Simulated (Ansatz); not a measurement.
# C2H3Al (ethynylalumane): B3LYP/6-31G(d) (Cartesian functions)

What is the energy change on altering one bond length of C2H3Al (ethynylalumane) at B3LYP/6-31G* (Cartesian functions)? 

The results are computed with Ansatz 0.2.0.

30 further runs of the same task are left out: 30 set aside as unsound or not needed. Runs told in other sessions of the task aren't counted.

### 1 The system as given

C2H3Al has 6 atoms, charge 0, and is taken as a singlet. As SMILES, `C#[C][AlH2]`. The coordinates come from a PBE0-D4/def2-TZVP relaxation.

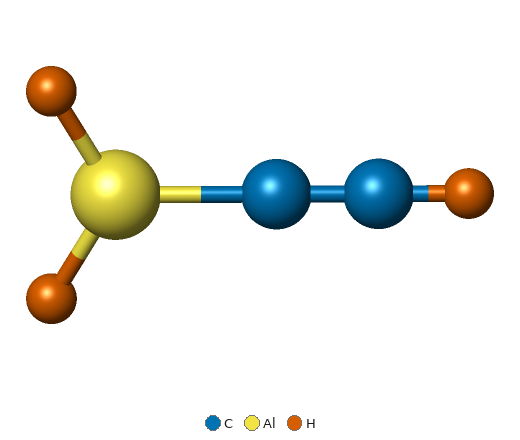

Viewed from a chosen angle; carbon blue, aluminium yellow, hydrogen orange.

### 2 A single-point energy at B3LYP/6-31G(d) (Cartesian functions)

File in.yaml:

```yaml
crystal:
  periodic: [false, false, false]
  atoms:
    - {symbol: C, position_ang: [-0.792800, -1.637600, -0.298100]}
    - {symbol: C, position_ang: [-0.266100, -0.564200, -0.106200]}
    - {symbol: Al, position_ang: [0.564800, 1.124200, 0.195000]}
    - {symbol: H, position_ang: [-1.257000, -2.583100, -0.467400]}
    - {symbol: H, position_ang: [1.356700, 1.804700, -0.990500]}
    - {symbol: H, position_ang: [0.436600, 1.792000, 1.621000]}
basis:
  gaussian:
    orbitals: "6-31G*"
hamiltonian:
  xc: {name: B3LYP}
accuracy: high
output:
  orbitals: {seedname: orbitals}
```

Command:

```sh
$ ansatz run in.yaml --threads 1 --pin off --max-ram 2610MiB --events-out events.jsonl --progress --plain --runs-dir runs
```

The program printed:

```text
Warning: RAYON_NUM_THREADS=1 ignored (pool sized by the plan → 1); use --threads N
Functional definition: B3LYP
  name "B3LYP"
  parameter a0 = 0.2
  parameter ax = 0.72
  parameter ac = 0.81
  exchange = (1 - a0 - ax)*slater_x + ax*b88_x + a0*exact_x
  correlation = (1 - ac)*vwn_rpa_c + ac*lyp_c
1110 factors; integrals over basis functions are off by at most 3.6e-9 eV
mean field evaluation 1: about -8713.6257 eV, gradient 3.9e1 eV
mean field evaluation 2: about -8711.0362 eV, gradient 4.8e1 eV
mean field evaluation 4: about -8717.7665 eV, gradient 3.5e0 eV
mean field evaluation 8: about -8717.7979 eV, gradient 1.4e-2 eV
mean field evaluation 16: about -8717.7979 eV, gradient 2.0e-7 eV
mean field -8717.79788790 eV, -320.3731632448 hartree, gradient 1.2e-8 eV, S^2 0.000000; 0 other end points of the search recorded, 0 dependent functions left out
reference -8717.79792637 eV, -320.3731646584 hartree; 14, 14 occupied and 41, 41 virtual orbitals, 1110 factors
Total energy: -8717.79792637 eV, -320.3731646584 hartree
```

Wall time 1 s (1 thread of AMD EPYC 9R45 (Zen 5), shared host); peak memory 0.16 GiB.

### 3 The distorted shape

File in.yaml:

```yaml
crystal:
  periodic: [false, false, false]
  atoms:
    - {symbol: C, position_ang: [-1.424834, -2.925668, -0.528378]}
    - {symbol: C, position_ang: [-0.266100, -0.564200, -0.106200]}
    - {symbol: Al, position_ang: [0.564800, 1.124200, 0.195000]}
    - {symbol: H, position_ang: [-1.889034, -3.871168, -0.697678]}
    - {symbol: H, position_ang: [1.356700, 1.804700, -0.990500]}
    - {symbol: H, position_ang: [0.436600, 1.792000, 1.621000]}
basis:
  gaussian:
    orbitals: "6-31G*"
hamiltonian:
  xc: {name: B3LYP}
accuracy: high
output: {orbitals: {seedname: orbitals}}
```

Command:

```sh
$ ansatz run in.yaml --threads 1 --pin off --max-ram 2610MiB --events-out events.jsonl --progress --plain --runs-dir runs
```

The program printed:

```text
Warning: RAYON_NUM_THREADS=1 ignored (pool sized by the plan → 1); use --threads N
Functional definition: B3LYP
  name "B3LYP"
  parameter a0 = 0.2
  parameter ax = 0.72
  parameter ac = 0.81
  exchange = (1 - a0 - ax)*slater_x + ax*b88_x + a0*exact_x
  correlation = (1 - ac)*vwn_rpa_c + ac*lyp_c
1097 factors; integrals over basis functions are off by at most 3.7e-9 eV
mean field evaluation 1: about -8697.9891 eV, gradient 3.7e1 eV
mean field evaluation 2: about -8609.4985 eV, gradient 1.3e2 eV
mean field evaluation 4: about -8704.3664 eV, gradient 1.4e1 eV
mean field evaluation 8: about -8704.3665 eV, gradient 1.4e1 eV
mean field evaluation 16: about -8705.2689 eV, gradient 1.7e-6 eV
mean field evaluation 32: about -8704.8303 eV, gradient 9.2e0 eV
mean field -8705.26890330 eV, -319.9127315529 hartree, gradient 3.5e-8 eV, S^2 0.000000; 7 other end points of the search recorded, 0 dependent functions left out
reference -8705.26894580 eV, -319.9127331148 hartree; 14, 14 occupied and 41, 41 virtual orbitals, 1097 factors
Total energy: -8705.26894580 eV, -319.9127331148 hartree
```

Wall time 1.6 s (1 thread of AMD EPYC 9R45 (Zen 5), shared host); peak memory 0.16 GiB.

### 4 Summary of results

At B3LYP/6-31G* (Cartesian functions):

```
                                                         quantity          value
                                        first shape: total energy  -320.37316 Eh
                                         first shape: HOMO energy       -7.52 eV
                                         first shape: LUMO energy       -1.93 eV
                                       first shape: HOMO–LUMO gap        5.60 eV
                                    distorted shape: total energy  -319.91273 Eh
                                     distorted shape: HOMO energy       -5.32 eV
                                     distorted shape: LUMO energy       -3.96 eV
                                   distorted shape: HOMO–LUMO gap        1.35 eV
energy change with the C1–C2 bond stretched from 1.211 to 2.664 Å      12.529 eV
```

One bond (distorted shape) is far stretched, which a spin-restricted single reference describes badly; a broken-symmetry solution may lie lower. With the C1–C2 bond stretched from 1.211 to 2.664 Å the energy rises by 12.53 eV (289 kcal/mol). The first shape isn't relaxed at this level, so the change isn't measured from a minimum. A restricted reference can't describe the breaking bond well at this length.
